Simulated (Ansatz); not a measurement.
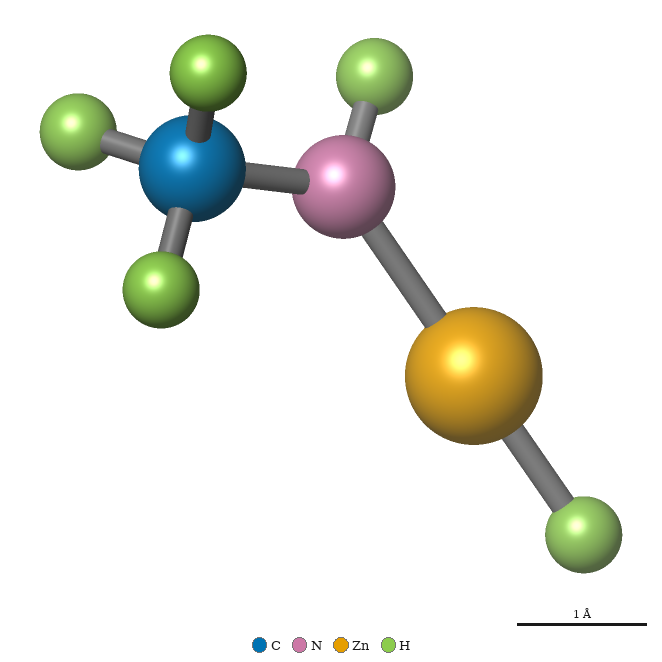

A ball-and-stick model of a molecule. Every bond is drawn as one stick, whatever its order.

The computed structure is the end point of a PBE0-D4/def2-TZVP optimisation.

Description:

The molecule is CH₅NZn. As SMILES it reads `C[NH][ZnH]`. The point group is Cs. Coordination: 1 C tetrahedral; 1 N trigonal planar; 1 Zn linear.

More results for the same structure follow; atom numbers are the same in all pictures, views and colours differ.

### Geometry

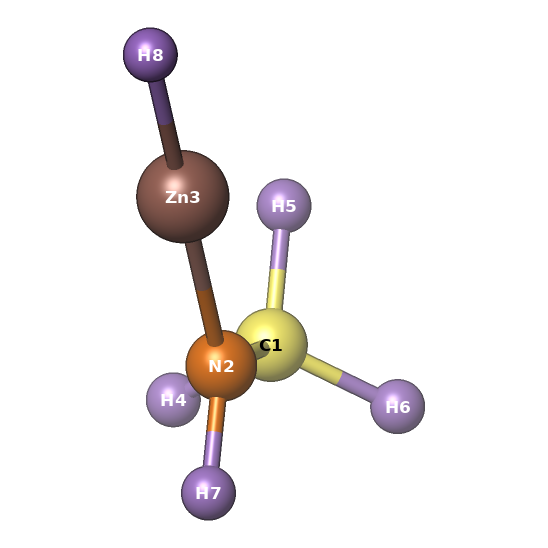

C1 lies behind N2. The molecule seen a little off the N2–C1 bond, N2 in front. Atoms fade into the background with distance from the viewer.

What is the torsion angle Zn3–N2–C1–H4? The sign is positive where the front bond must turn clockwise to cover the back bond.

Answer. −119°, anticlinal.

### Levels of theory compared

Program: Ansatz 0.2.0.

Compare HOMO energy (eV) at these levels: B97M-V/def2-TZVPP; BHLYP-D4/def2-TZVPP; BLYP-D4/def2-TZVPP; CAM-B3LYP-D4/def2-TZVPP; PBE-D4/def2-TZVPP; PBE0-D4/def2-TZVPP; SPW92 (LDA)/def2-TZVPP; revPBE-D4/def2-TZVPP.

| level | HOMO energy (eV) |
| --- | --- |
| B97M-V/def2-TZVPP | −5.07 |
| BHLYP-D4/def2-TZVPP | −7.24 |
| BLYP-D4/def2-TZVPP | −4.69 |
| CAM-B3LYP-D4/def2-TZVPP | −7.44 |
| PBE-D4/def2-TZVPP | −4.79 |
| PBE0-D4/def2-TZVPP | −6.03 |
| SPW92 (LDA)/def2-TZVPP | −4.94 |
| revPBE-D4/def2-TZVPP | −4.72 |

### Dipole moment

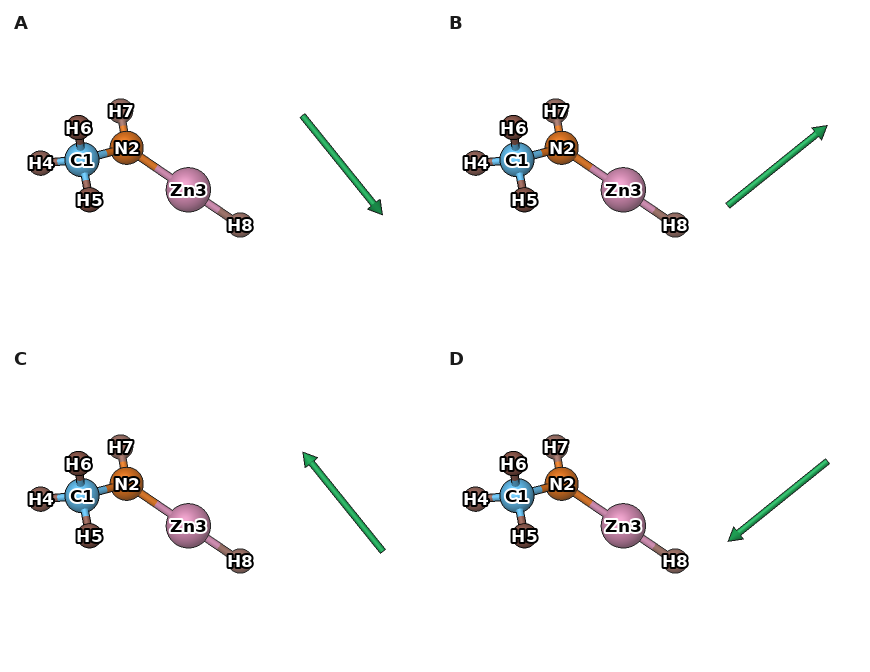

The same molecule four times, each with an arrow. Properties computed with RKS PBE0-D4/def2-TZVP (Ansatz 0.2.0).

Which arrow points along the dipole moment, from the negative to the positive end?

Answer. C. The dipole moment is 0.60 D; it points from the side of H8 to the side of H4, H6 (the outermost atoms at the two ends).

### Charges

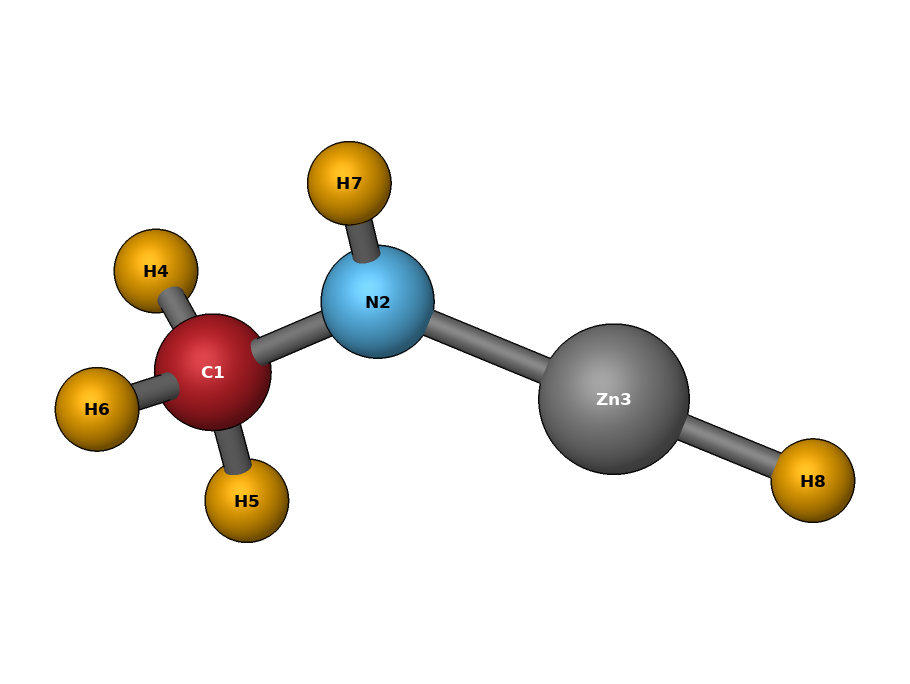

The questions are on Mulliken charges. Method: RKS ωB97M-V/def2-TZVPP (Ansatz 0.2.0).

List the Mulliken charges.

```tsv
atom	value (e)
C1	−0.20
N2	−0.34
Zn3	0.23
H4	0.11
H5	0.08
H6	0.11
H7	0.09
H8	−0.08
```

Mulliken values depend strongly on the basis set and can even reverse the polarity of a bond.
